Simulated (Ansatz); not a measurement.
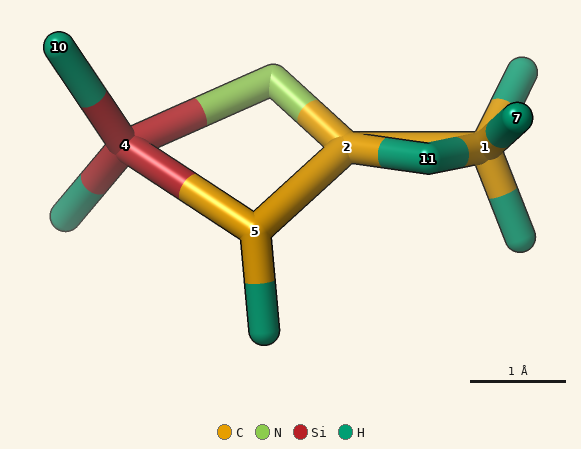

Fig. 1: The starting structure (stick view, seen at a tilt; atoms are numbered from 1 in the order of the input). Bond lengths as drawn: C–C 1.45 to 1.55 Å, C–H 0.92 to 1.13 Å, C–N 1.27 Å, C–Si 1.91 Å, H–Si 1.43 to 1.46 Å and N–Si 1.80 Å.

# Geometry relaxation, with input and output: C3H7NSi (part 1 of 2)

System: C3H7NSi.
Method: RKS LDA/STO-3G (Ansatz 0.2.0).

It belongs to a series of runs on one base structure; here: end point B relaxed. Figures and captions count atoms from 1; the log counts them from 0 in places.

### Input file
```yaml
crystal:
  periodic: [false, false, false]
  atoms:
    - { symbol: C, position_ang: [-1.5776, -0.5729, 0.8464] }
    - { symbol: C, position_ang: [-0.3122, -0.0514, 0.3605] }
    - { symbol: "N", position_ang: [0.5767, 0.5548, 1.0423] }
    - { symbol: Si, position_ang: [1.8039, 0.7325, -0.2646] }
    - { symbol: C, position_ang: [0.306, -0.143, -1.063] }
    - { symbol: H, position_ang: [-1.7517, -0.2918, 1.8962] }
    - { symbol: H, position_ang: [-2.389, -0.0293, 0.2694] }
    - { symbol: H, position_ang: [-1.656, -1.5901, 0.6707] }
    - { symbol: H, position_ang: [2.9415, -0.0859, 0.0161] }
    - { symbol: H, position_ang: [1.9088, 2.1506, -0.5912] }
    - { symbol: H, position_ang: [-1.34244, -0.20186, 0.03791] }
    - { symbol: H, position_ang: [0.4902, -1.1517, -1.3697] }
basis:
  gaussian: { orbitals: STO-3G }
hamiltonian:
  xc: lda
relax:
  f_tol: 0.02
  max_steps: 50
output:
  orbitals: {}
```

Launch command:
```bash
ansatz run input.yaml --threads 1 --pin off --max-ram 2048MiB --backend cpu --events-out ev --progress --plain --runs-dir out
```

### Log
```
The last accepted step is kept in [file] (removed where the run ends without a failure and the disk answers)
Engine: ansatz 0.2.0, x86_64-unknown-linux-gnu
Functional definition: SPW92
  exchange = slater_x
  correlation = pw_c
526 factors; integrals over basis functions are off by at most 1.5e-5 eV
mean field evaluation 1: about -12346.8660 eV, gradient 4.7e1 eV
mean field evaluation 2: about -12275.0966 eV, gradient 1.4e2 eV
mean field evaluation 4: about -12353.6306 eV, gradient 1.3e1 eV
mean field evaluation 8: about -12354.3017 eV, gradient 7.0e-1 eV
mean field evaluation 16: about -12354.2012 eV, gradient 3.8e-4 eV
mean field -12354.20122400 eV, -454.0085210036 hartree, gradient 3.0e-5 eV, S^2 0.000000; 1 other end points of the search recorded, 0 dependent functions left out
the calculation of the forces begins
reference -12354.20124645 eV, -454.0085218287 hartree; 23, 23 occupied and 13, 13 virtual orbitals, 526 factors
relax step   1: F+E_penalty+E_count = -12354.20122400 eV  Δ(F+E_penalty+E_count) = +0.000e0 eV  max|allowed force component| = 1.679e1 eV/Å  Δτ_max = 0.0000 Å  (44 SCF iters, accepted)
these checks for a lower state are left out or cut short: starts, cluster_reference, orbital_swaps, neighbouring_geometries, increment
526 factors; integrals over basis functions are off by at most 2.9e-5 eV
mean field -12359.34938492 eV, -454.1977124278 hartree, gradient 9.6e-6 eV, S^2 0.000000; 0 other end points of the search recorded, 0 dependent functions left out
[... from here on the field's lines of each further geometry are left out, up to the last ...]
relax step   2: F+E_penalty+E_count = -12359.34938492 eV  Δ(F+E_penalty+E_count) = -5.148e0 eV  max|allowed force component| = 6.079e0 eV/Å  Δτ_max = 0.1990 Å  (35 SCF iters, accepted)
relax step   3: F+E_penalty+E_count = -12360.89461777 eV  Δ(F+E_penalty+E_count) = -1.545e0 eV  max|allowed force component| = 2.307e0 eV/Å  Δτ_max = 0.1937 Å  (36 SCF iters, accepted)
relax step   4: F+E_penalty+E_count = -12361.88576465 eV  Δ(F+E_penalty+E_count) = -9.911e-1 eV  max|allowed force component| = 3.918e0 eV/Å  Δτ_max = 0.2000 Å  (34 SCF iters, accepted)
relax step   5: F+E_penalty+E_count = -12363.46838361 eV  Δ(F+E_penalty+E_count) = -1.583e0 eV  max|allowed force component| = 4.799e0 eV/Å  Δτ_max = 0.2000 Å  (28 SCF iters, accepted)
relax step   6: F+E_penalty+E_count = -12365.01574904 eV  Δ(F+E_penalty+E_count) = -1.547e0 eV  max|allowed force component| = 4.071e0 eV/Å  Δτ_max = 0.1949 Å  (28 SCF iters, accepted)
relax step   7: F+E_penalty+E_count = -12366.22269631 eV  Δ(F+E_penalty+E_count) = -1.207e0 eV  max|allowed force component| = 2.983e0 eV/Å  Δτ_max = 0.1950 Å  (28 SCF iters, accepted)
relax step   8: F+E_penalty+E_count = -12366.90104714 eV  Δ(F+E_penalty+E_count) = -6.784e-1 eV  max|allowed force component| = 1.701e0 eV/Å  Δτ_max = 0.1949 Å  (26 SCF iters, accepted)
relax step   9: F+E_penalty+E_count = -12367.28045612 eV  Δ(F+E_penalty+E_count) = -3.794e-1 eV  max|allowed force component| = 1.293e0 eV/Å  Δτ_max = 0.2000 Å  (26 SCF iters, accepted)
relax step  10: F+E_penalty+E_count = -12367.53990511 eV  Δ(F+E_penalty+E_count) = -2.594e-1 eV  max|allowed force component| = 6.823e-1 eV/Å  Δτ_max = 0.1998 Å  (24 SCF iters, accepted)
relax step  11: F+E_penalty+E_count = -12367.67625171 eV  Δ(F+E_penalty+E_count) = -1.363e-1 eV  max|allowed force component| = 2.462e-1 eV/Å  Δτ_max = 0.2000 Å  (25 SCF iters, accepted)
relax step  12: F+E_penalty+E_count = -12367.69723279 eV  Δ(F+E_penalty+E_count) = -2.098e-2 eV  max|allowed force component| = 1.142e-1 eV/Å  Δτ_max = 0.1000 Å  (26 SCF iters, accepted)
relax step  13: F+E_penalty+E_count = -12367.69885255 eV  Δ(F+E_penalty+E_count) = -1.620e-3 eV  max|allowed force component| = 5.198e-2 eV/Å  Δτ_max = 0.0144 Å  (27 SCF iters, accepted)
relax step  14: F+E_penalty+E_count = -12367.69901640 eV  Δ(F+E_penalty+E_count) = -1.638e-4 eV  max|allowed force component| = 5.591e-2 eV/Å  Δτ_max = 0.0113 Å  (27 SCF iters, accepted)
the calculation of the forces begins
reference -12367.69926351 eV, -454.5045648064 hartree; 23, 23 occupied and 13, 13 virtual orbitals, 529 factors
relax step  15: F+E_penalty+E_count = -12367.69924049 eV  Δ(F+E_penalty+E_count) = -2.241e-4 eV  max|allowed force component| = 3.600e-3 eV/Å  Δτ_max = 0.0099 Å  (27 SCF iters, accepted)
529 factors; integrals over basis functions are off by at most 2.4e-5 eV
mean field evaluation 128: about -12347.4012 eV, gradient 7.7e1 eV
```

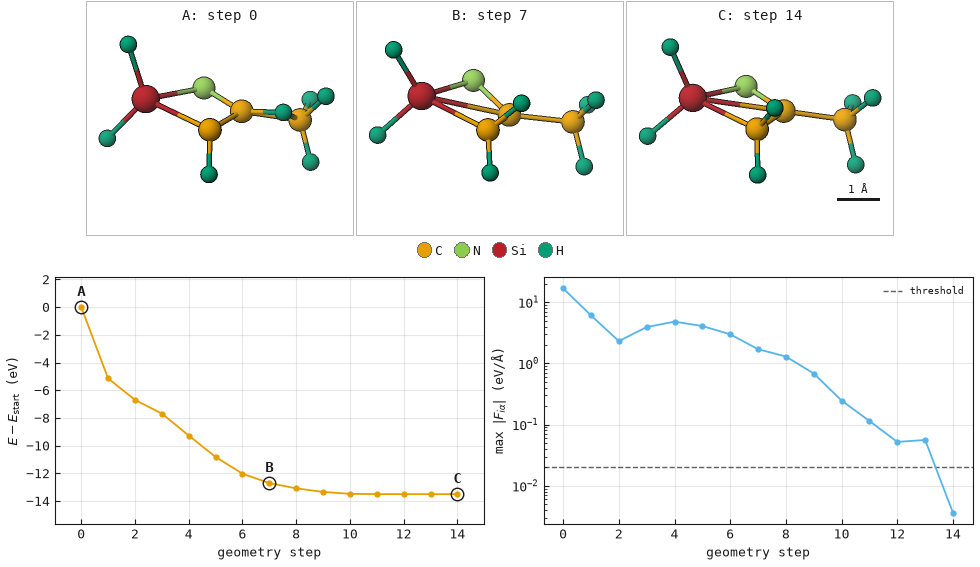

Fig. 2: Frames of the relaxation (ball-and-stick view, seen at a tilt) above the curves, on which the letters mark them (the first geometry is step 0 here and step 1 in the log).

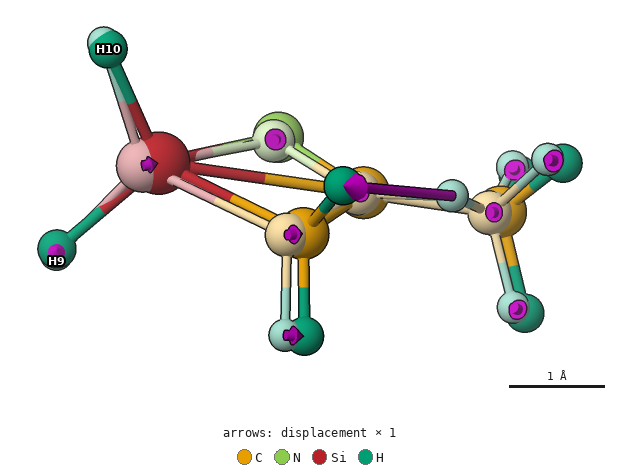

Fig. 3: Start (faint) and end (solid) with the displacements as pink arrows, at true length (ball-and-stick view, seen at a tilt). The two geometries are laid on each other by the best rigid fit. The largest move after the best rigid fit is that of H11, 1.95 Å. By element the largest moves are H 1.95 Å, N 0.29 Å, C 0.24 Å, Si 0.18 Å. Among the contacts that change: C1–H11 0.920 → 3.097 Å, C2–H11 1.090 → 2.227 Å, C5–H11 1.983 → 1.102 Å, C2–Si4 2.342 → 2.258 Å. New bonds form: C5–H11 (1.98 → 1.10 Å). Bonds break: C1–H11 (0.92 → 3.10 Å), C2–H11 (1.09 → 2.23 Å). Among the angles that change: H9–Si4–H10 122.9° → 110.2°, C2–N3–Si4 97.7° → 88.2°, N3–Si4–H10 107.9° → 115.2°. Over 14 geometry steps the energy falls by 13.498 eV. Largest force component: 17 eV/Å at the start, 0.0036 eV/Å at the end. (Atoms are counted from 1 in the order of the input.)

```
mean field -12367.69924049 eV, -454.5045639602 hartree, gradient 1.1e-5 eV, S^2 0.000000; 1 other end points of the search recorded, 0 dependent functions left out
the calculation of the forces begins
reference -12367.69926351 eV, -454.5045648064 hartree; 23, 23 occupied and 13, 13 virtual orbitals, 529 factors
Total energy: -12367.69926351 eV, -454.5045648064 hartree
Atom 0 at    -1.655124    -0.639333     1.062556 Å, force    -0.002823    -0.000287     0.000917 eV/Å
Atom 1 at    -0.333781    -0.093110     0.558807 Å, force     0.003600     0.000165    -0.000383 eV/Å
Atom 2 at     0.565529     0.519581     1.338508 Å, force     0.001215    -0.001279     0.003015 eV/Å
Atom 3 at     1.640937     0.726982    -0.167830 Å, force     0.000544     0.000816    -0.002233 eV/Å
Atom 4 at     0.157379    -0.163076    -0.898345 Å, force    -0.000703    -0.000320    -0.002496 eV/Å
Atom 5 at    -1.747047    -0.461680     2.145734 Å, force    -0.000819     0.000754    -0.000146 eV/Å
Atom 6 at    -2.498290    -0.150770     0.542615 Å, force     0.000619    -0.000170    -0.000542 eV/Å
Atom 7 at    -1.724374    -1.723913     0.865861 Å, force     0.000126    -0.000574     0.000605 eV/Å
Atom 8 at     2.901187     0.001904    -0.131779 Å, force    -0.002291     0.000883     0.000324 eV/Å
Atom 9 at     1.863890     2.102638    -0.583731 Å, force    -0.000345    -0.000665     0.000391 eV/Å
Atom 10 at    -0.476467     0.390244    -1.609982 Å, force     0.001138    -0.000107    -0.000250 eV/Å
Atom 11 at     0.304320    -1.189527    -1.271403 Å, force    -0.000260     0.000783     0.000797 eV/Å
Dipole moment:     0.000020    -0.088113    -0.409756 e Å
```

### Trajectory as extended XYZ (Å, eV, eV/Å), 15 frames, from step=1 to step=15
```
12
Properties=species:S:1:pos:R:3:forces:R:3 step=1 energy=-12354.20122
C    -1.5776   -0.5729    0.8464   -8.9575  -5.4893  15.4218
C    -0.3122   -0.0514    0.3605   12.5703  -0.9416  -6.6819
N     0.5767    0.5548    1.0423    1.9294   4.7166   8.1805
Si    1.8039    0.7325   -0.2646   -2.6775  -0.7137  -1.4048
C     0.3060   -0.1430   -1.0630   -1.6610   0.3584   1.0893
H    -1.7517   -0.2918    1.8962    0.2194   0.2426   0.0349
H    -2.3890   -0.0293    0.2694   -3.3347  -0.3886   1.0291
H    -1.6560   -1.5901    0.6707   -0.5962  -3.2270  -0.2278
H     2.9415   -0.0859    0.0161    0.7682   0.0472   0.0277
H     1.9088    2.1506   -0.5912    0.6529  -0.1505   0.2322
H    -1.3424   -0.2019    0.0379    1.4586   6.8901 -16.7875
H     0.4902   -1.1517   -1.3697   -0.3722  -1.3442  -0.9134
12
Properties=species:S:1:pos:R:3:forces:R:3 step=2 energy=-12359.34938
C    -1.6039   -0.5847    0.8524   -4.8277  -2.1950   3.5153
C    -0.1922   -0.0345    0.3565    6.0786  -0.1082  -1.4183
N     0.6048    0.7082    1.1659   -1.0796   0.6663   1.4543
Si    1.7657    0.7162   -0.2559   -0.6350   0.2252  -0.6672
C     0.2998   -0.1579   -1.0737   -0.5910  -0.5543   2.2018
H    -1.7451   -0.2745    1.9004    0.3803   0.2122   0.0144
H    -2.5428   -0.1276    0.3170   -0.0170  -0.7234   1.1274
H    -1.6740   -1.6661    0.7176    0.0136  -0.4205   0.1537
H     2.9715   -0.0425    0.0193    0.1501   0.0020  -0.1625
H     2.0208    2.1246   -0.5593    0.2857  -0.2640  -0.1343
H    -1.2804   -0.1500   -0.1268    0.4976   2.9076  -5.8357
H     0.3741   -1.1913   -1.4623   -0.2558   0.2521  -0.2490
12
Properties=species:S:1:pos:R:3:forces:R:3 step=3 energy=-12360.89462
C    -1.6735   -0.5976    0.8024   -1.7191  -1.0974   1.5095
C    -0.0996   -0.0703    0.4077    1.0499   0.9152   2.2971
N     0.5624    0.8048    1.2605   -0.8424  -1.1939  -1.3108
Si    1.7492    0.7428   -0.2021    0.7727   0.6597  -0.3273
C     0.3295   -0.2033   -0.9593   -0.4160  -0.8338  -0.0633
H    -1.6913   -0.3176    1.8785    0.0851  -0.0625  -0.2893
H    -2.6662   -0.1924    0.4064    0.6607  -0.1583   0.2350
H    -1.7033   -1.6958    0.6786    0.0429   0.2077   0.0591
H     2.9907   -0.0140   -0.0307   -0.1993   0.0337   0.0229
H     2.1072    2.0966   -0.6499   -0.1648  -0.3132   0.0093
H    -1.2171   -0.0372   -0.2711    0.7483   1.1663  -2.3072
H     0.3100   -1.1958   -1.4701   -0.0180   0.6765   0.1652
12
Properties=species:S:1:pos:R:3:forces:R:3 step=4 energy=-12361.88577
C    -1.6807   -0.6333    0.8348    1.2042   0.0449   1.1883
C    -0.0497   -0.1042    0.5467   -2.0906  -0.7386   3.0021
N     0.6471    0.7982    1.2975   -0.5431  -1.2401  -1.0114
Si    1.7411    0.7465   -0.2336    0.3032   1.0367  -0.2508
C     0.2710   -0.2272   -0.8730   -1.4478   0.7516   0.3226
H    -1.8272   -0.4192    1.8895   -0.3034   0.1636   0.6903
H    -2.5436   -0.1630    0.2855    0.3923  -0.0473   0.2329
H    -1.7270   -1.7160    0.6815    0.0935  -0.1952  -0.2188
H     2.9875    0.0103   -0.0455   -0.1174  -0.0719  -0.1751
H     2.0377    2.0835   -0.7554   -0.0187  -0.2155   0.0299
H    -1.1112    0.1158   -0.3443    2.7033   0.6181  -3.9185
H     0.2531   -1.1714   -1.4325   -0.1756  -0.1063   0.1083
```
